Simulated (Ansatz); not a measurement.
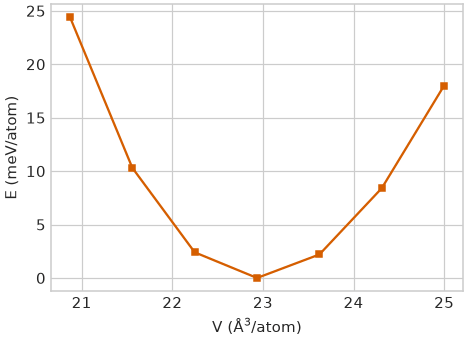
Figure. Mg (hcp (Mg type), P6_3/mmc) under volume change, PBE in the plane-wave PAW code Ansatz, shape and atoms relaxed at each volume.

Problem. What does a third-order Birch–Murnaghan fit give for V₀, B₀ and B′?

Solution. V₀ = 22.93 Å³/atom, B₀ = 35.9 GPa, B′ = 4.0.

The cell was relaxed with PBE under the symmetry of its start.

Potentials: the earlier of the program's two PAW sets.
